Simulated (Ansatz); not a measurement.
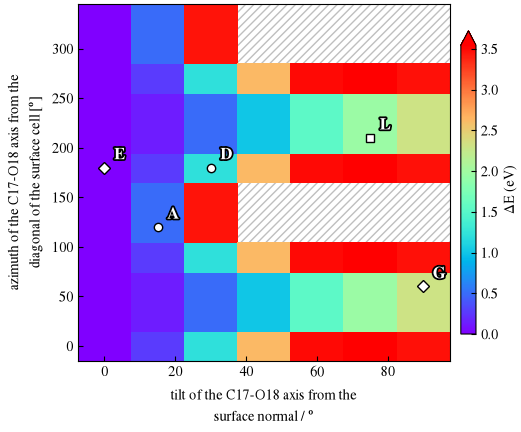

CO on a Si(100) slab cut from the Fd-3m phase, its upper half relaxed before the scan (16 atoms of substrate and one adsorbate in a 2 × 2 cell). CO stands on one site of a rigid substrate at a fixed height and bond length while its axis is turned; it sits over a bridge site, heights counted from the top plane; the height is held at -0.91 Å. First axis: tilt of the C17-O18 axis from the surface normal. Second axis: azimuth of the C17-O18 axis from the diagonal of the surface cell. Grid: 7 × 12 points; 15 points were computed and 53 follow by symmetry. At 16 points there is no value (left out of the scan, as a rule where atoms come close). Points are written as (first, second). Energies are in eV, from the lowest grid point. Method: DFT PBE, scalar-relativistic, plane waves, PAW in Ansatz. Settings: cutoff 420 eV, k-mesh 4×4×1, gaussian smearing 0.05 eV, no spin polarisation.

Drawn: one coloured cell a grid point, one colour for all values above the top of the scale, hatched blanks where no value was computed, lettered points.

Question: Is G the lowest point of the computed grid?

Answer: No. G lies 2.30 eV above the lowest grid point, which is at (0°, 0°).

Question: Rank the lettered points by energy, lowest first.

Answer: E (0.00 eV), A (0.49 eV), D (1.21 eV), L (1.95 eV), G (2.30 eV).
